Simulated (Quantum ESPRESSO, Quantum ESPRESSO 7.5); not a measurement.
# Work function and surface energy of Nb(100) against thickness

How thick must a slab of Nb(100) be?

Main program and level: Quantum ESPRESSO 7.5; plane-wave DFT, PBE, GBRV ultrasoft pseudopotentials.

Experimental background.

“Anisotropic work function of elemental crystals” (2019, arxiv:1902.07811) quotes from earlier work for Nb (clean (100) face): work function (clean (100) face) 3.97 eV.

Report form: the programs' logs are mostly left out.

### 1. Starting point

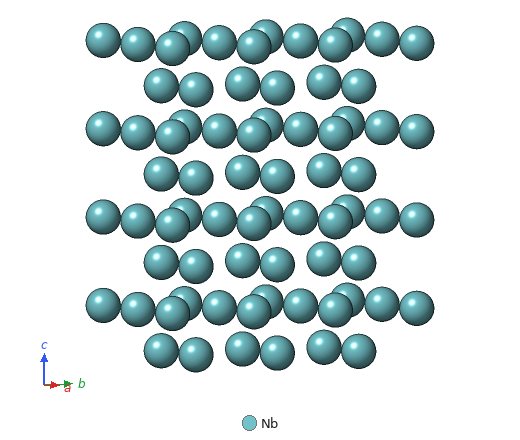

The starting structure, seen from the side, with the c axis up (niobium teal). 2×3×1 cells are drawn. Some periodic images of atoms are drawn too.

The cell holds 8 atoms: 8 Nb. Cell: a = 3.300 Å, b = 3.300 Å, c = 26.550 Å, α = 90.0°, β = 90.0°, γ = 90.0°. It derives from Nb. Vacuum lies along c.

Structure file:

```cif
data_structure
_symmetry_space_group_name_H-M 'P 1'
_symmetry_Int_Tables_number 1
_cell_length_a 3.3000
_cell_length_b 3.3000
_cell_length_c 26.5500
_cell_angle_alpha 90.000
_cell_angle_beta 90.000
_cell_angle_gamma 90.000
_cell_volume 289.13
loop_
_atom_site_label
_atom_site_type_symbol
_atom_site_fract_x
_atom_site_fract_y
_atom_site_fract_z
_atom_site_occupancy
Nb1 Nb 0.50000 0.50000 0.28249 1
Nb2 Nb 0.00000 0.00000 0.34463 1
Nb3 Nb 0.50000 0.50000 0.40678 1
Nb4 Nb 0.00000 0.00000 0.46893 1
Nb5 Nb 0.50000 0.50000 0.53107 1
Nb6 Nb 0.00000 0.00000 0.59322 1
Nb7 Nb 0.50000 0.50000 0.65537 1
Nb8 Nb 0.00000 0.00000 0.71751 1
```

### 2. Running the series

ASE writes the inputs, starts pw.x and reads the results. Under ESM bc1 the zero of energy of a symmetric slab is the vacuum, so the work function is minus the Fermi level.

run.py reads:

```python
import json
import numpy as np
from ase.build import bcc100
from ase.calculators.espresso import Espresso, EspressoProfile

profile = EspressoProfile(command='mpirun -n 4 pw.x -nk 4', pseudo_dir='../pseudo')
pseudopotentials = {'Nb': 'nb_pbe_v1.uspp.F.UPF'}
system = {'ecutwfc': 40, 'ecutrho': 200, 'occupations': 'smearing', 'smearing': 'mv', 'degauss': 0.02}


def calculator(name, kpts, **extra):
    data = dict(control=dict(tprnfor=True, verbosity='high', disk_io='none'),
                system=system | extra,
                electrons=dict(conv_thr=1e-07, mixing_beta=0.4, mixing_mode='local-TF',
                               electron_maxstep=100))
    return Espresso(profile=profile, directory=name, pseudopotentials=pseudopotentials, kpts=kpts, input_data=data)


def centre(atoms):
    z = atoms.positions[:, 2]
    atoms.positions[:, 2] -= (z.max() + z.min()) / 2  # ESM wants the slab about z = 0
    return atoms


rows = []
for n in [3, 4, 5, 6, 7, 8]:
    slab = centre(bcc100('Nb', size=(1, 1, n), a=3.3, vacuum=7.5, periodic=True))
    slab.set_initial_magnetic_moments([0.0] * n)
    slab.calc = calculator(f'n{n}', (8, 8, 1), assume_isolated='esm', esm_bc='bc1')
    energy = slab.get_potential_energy()
    work = -slab.calc.get_fermi_level()
    force = slab.get_forces()[-1, 2]
    rows.append([n, energy, work, force])
    print(f'{n} layers: E = {energy:.5f} eV, work function {work:.3f} eV, force on the top atom {force:+.3f} eV/A')

n, energy = np.array(rows)[:, :2].T
slope, offset = np.polyfit(n[1:], energy[1:], 1)
area = np.linalg.norm(np.cross(*slab.cell[:2]))
gamma = offset / (2 * area) * 16.0218
print(f'bulk energy from the slope {slope:.5f} eV an atom; unrelaxed surface energy {gamma:.3f} J/m^2')
json.dump(dict(rows=rows, slope=slope, gamma=gamma), open('result.json', 'w'))
```

Command:

```bash
OMP_NUM_THREADS=1 python run.py
```

Wall time 11 min (4 MPI ranks of Arm Neoverse V2, shared host); peak memory 0.98 GiB.

Read from the output:

| Property | Result |
| --- | --- |
| surface energy | 2.693 J/m² |
| work function of the thickest slab | 3.763 eV |

Table of work function by layers:

| layers | work function (eV) |
| --- | --- |
| 3.00 | 3.68 |
| 4.00 | 3.77 |
| 5.00 | 3.75 |
| 6.00 | 3.74 |
| 7.00 | 3.75 |
| 8.00 | 3.76 |

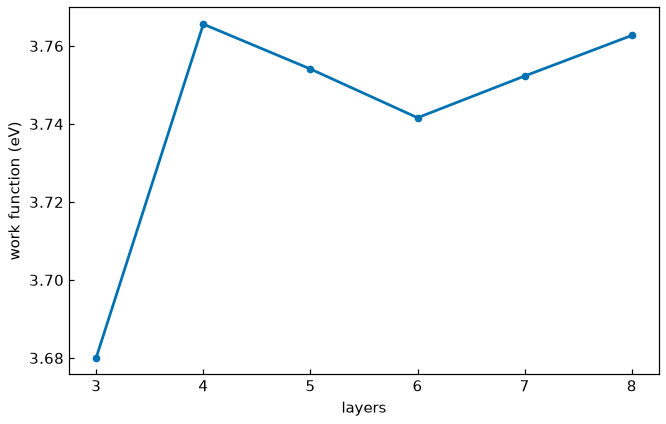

Work function against layers.

Table of force on the top atom along the normal by layers:

| layers | force on the top atom along the normal (eV/Å) |
| --- | --- |
| 3.00 | -1.52 |
| 4.00 | -0.687 |
| 5.00 | -1.18 |
| 6.00 | -1.12 |
| 7.00 | -0.997 |
| 8.00 | -1.12 |

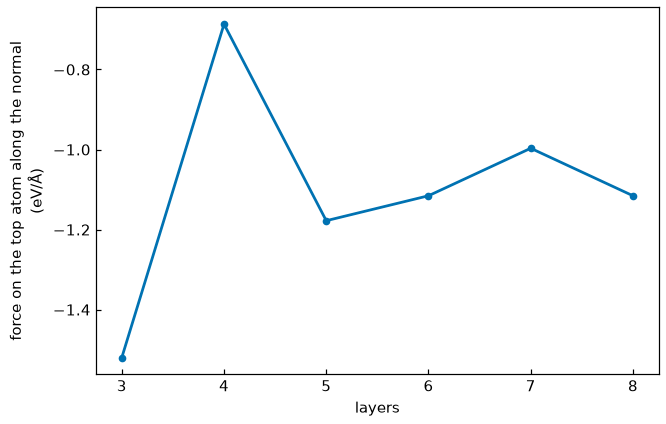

Force on the top atom along the normal, plotted against layers.

The energy less the bulk line's slope by layers:

| layers | energy less the bulk line's slope (meV) |
| --- | --- |
| 3.00 | 3537 |
| 4.00 | 3708 |
| 5.00 | 3631 |
| 6.00 | 3606 |
| 7.00 | 3673 |
| 8.00 | 3687 |

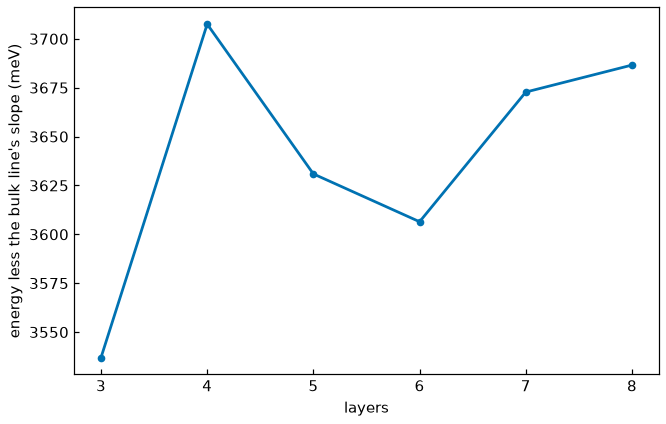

Energy less the bulk line's slope against layers.

### 3. Running the series: PBEsol, GBRV ultrasoft

Level of this step: plane-wave DFT, PBEsol, GBRV ultrasoft pseudopotentials (Quantum ESPRESSO 7.5).

run.py, as its differences from the input of step 2:

```diff
@@ -6,3 +6,3 @@
 profile = EspressoProfile(command='mpirun -n 4 pw.x -nk 4', pseudo_dir='../pseudo')
-pseudopotentials = {'Nb': 'nb_pbe_v1.uspp.F.UPF'}
+pseudopotentials = {'Nb': 'nb_pbesol_v1.uspp.F.UPF'}
 system = {'ecutwfc': 40, 'ecutrho': 200, 'occupations': 'smearing', 'smearing': 'mv', 'degauss': 0.02}
```

Command:

```bash
OMP_NUM_THREADS=1 python run.py
```

The job ended after 9.3 min (4 MPI ranks; peak memory 0.97 GiB).

Numbers from this step:

* surface energy: 3.047 J/m²
* work function of the thickest slab: 3.832 eV

Work function against layers:

| layers | work function (eV) |
| --- | --- |
| 3.00 | 3.75 |
| 4.00 | 3.83 |
| 5.00 | 3.82 |
| 6.00 | 3.81 |
| 7.00 | 3.83 |
| 8.00 | 3.83 |

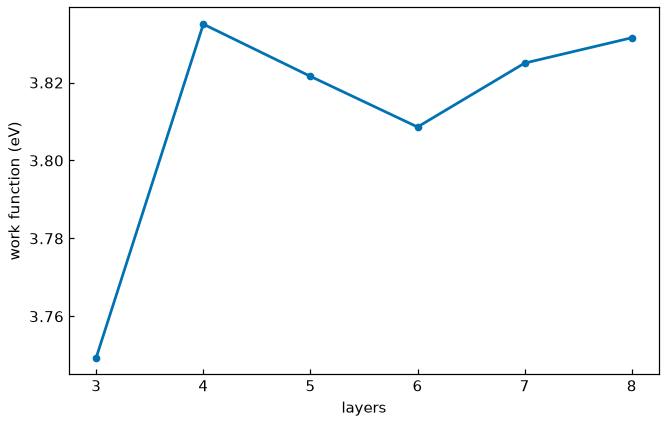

Work function, plotted against layers.

Force on the top atom along the normal against layers:

| layers | force on the top atom along the normal (eV/Å) |
| --- | --- |
| 3.00 | -1.91 |
| 4.00 | -1.06 |
| 5.00 | -1.56 |
| 6.00 | -1.49 |
| 7.00 | -1.37 |
| 8.00 | -1.50 |

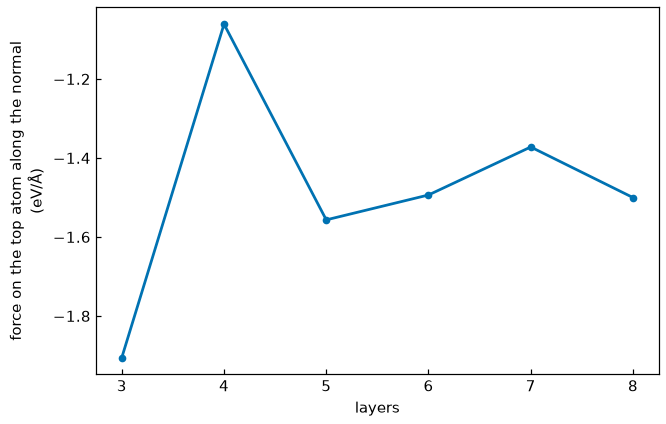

Force on the top atom along the normal, plotted against layers.

Energy less the bulk line's slope against layers:

| layers | energy less the bulk line's slope (meV) |
| --- | --- |
| 3.00 | 4015 |
| 4.00 | 4189 |
| 5.00 | 4112 |
| 6.00 | 4087 |
| 7.00 | 4154 |
| 8.00 | 4168 |

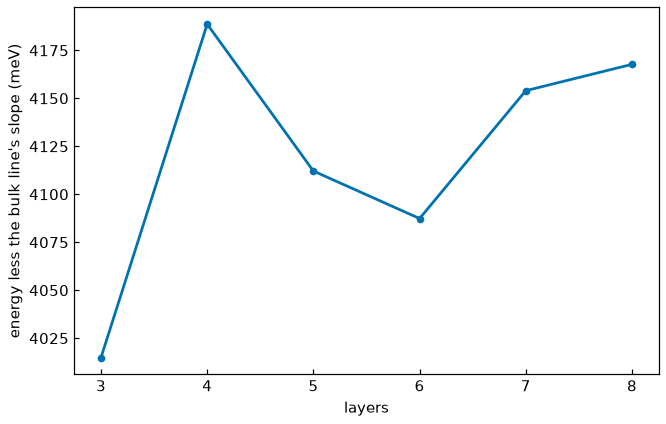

Energy less the bulk line's slope against layers.

### 4. Worked from the printed numbers

γ = (E_N − N e_bulk)/(2A). The excess of the thickest slab is 3.687 eV and A = 10.890 Å²: 3.687/(2 × 10.890) × 16.02 = 2.71 J/m² (1 eV/Å² = 16.02 J/m²); the fit's intercept gives 2.69.

### 5. Summary of results

- work function of the thickest slab, PBE, GBRV ultrasoft: 3.76 eV
- unrelaxed surface energy, PBE, GBRV ultrasoft: 2.69 J/m²
- work function of the thickest slab, PBEsol, GBRV ultrasoft: 3.83 eV
- unrelaxed surface energy, PBEsol, GBRV ultrasoft: 3.05 J/m²

The thickest slab gives a work function of 3.76 eV and the series an unrelaxed surface energy of 2.69 J/m² (PBE, GBRV ultrasoft). The work function swings by 0.09 eV over 3 to 8 layers and by 0.01 eV over the last step; confined states crossing the Fermi level and the finite mesh both contribute. From 3 layers on it stays within 0.1 eV. The force on the top atom of the thickest slab points inwards (1.12 eV/Å). The slabs are cut from the bulk at the tabulated lattice constant and not relaxed; the surface energy comes from a straight line through the energies of all but the thinnest slab.

Computed beside measured:

| quantity | measured | PBE, GBRV | PBEsol, GBRV |
| --- | --- | --- | --- |
| work function (clean (100) face) (eV) | 3.97 | 3.76 (-0.21 eV) | 3.83 (-0.14 eV) |

Measured values from arxiv:1902.07811 (2019).

**Verdict.** The grades are ours: good and fair within 3 and 7 % for the work function. Other measurements of the same face can differ from the value quoted by 0.1 to 0.2 eV.

[Logs are printed without paths, hosts, clocks, repeated set-up lines and the standing remarks that a program may print on its own settings, such as how far it seeks lower states.]

[Hosts, paths, dates, database ids (printed as entryN), source tags and the programs' standing remarks are cut or masked in the printed files.]

[Maps of the electrostatic potential energy from Ansatz leave out the sawtooth potential of an applied field or a dipole correction, so their vacuum need not be flat; planar profiles and work functions include it.]
